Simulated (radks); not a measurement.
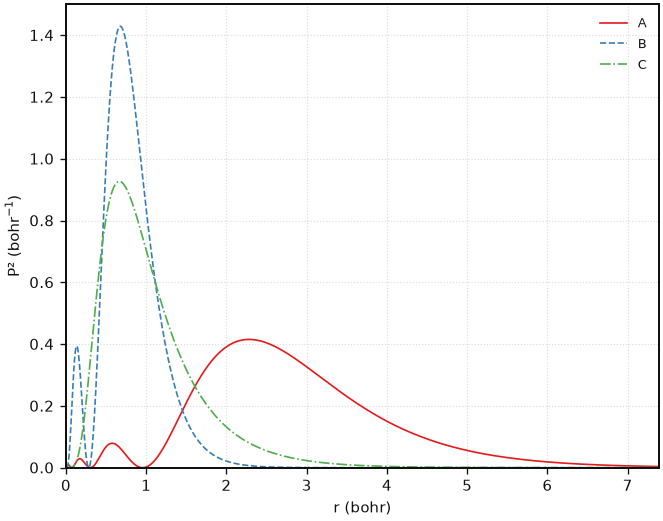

Atomic cobalt (Co) in the configuration [Ar] 3d7 4s2 (high spin). Method: scalar-relativistic Kohn-Sham, PBE, spin-polarised, spherical densities, finite nucleus; computed with the in-house radial solver radks.

```
Z 27
configuration [Ar] 3d7 4s2 4p0 5s0 4d0
relativity scalar-relativistic
functional pbe,pbe
spin polarised
nucleus finite rms 3.7875 fm
c 137.035999084
```

The plot shows the radial probability densities P² of 3p up, 3d up and 4s up.

Which curve belongs to which orbital?

A is 4s up; B is 3p up; C is 3d up. 3p up: outer maximum at 0.678 bohr, ⟨r⟩ = 0.815 bohr, 1 node, eigenvalue −67.0 eV; 3d up: outer maximum at 0.666 bohr, ⟨r⟩ = 1.05 bohr, 0 nodes, eigenvalue −9.41 eV; 4s up: outer maximum at 2.28 bohr, ⟨r⟩ = 2.84 bohr, 3 nodes, eigenvalue −5.72 eV.
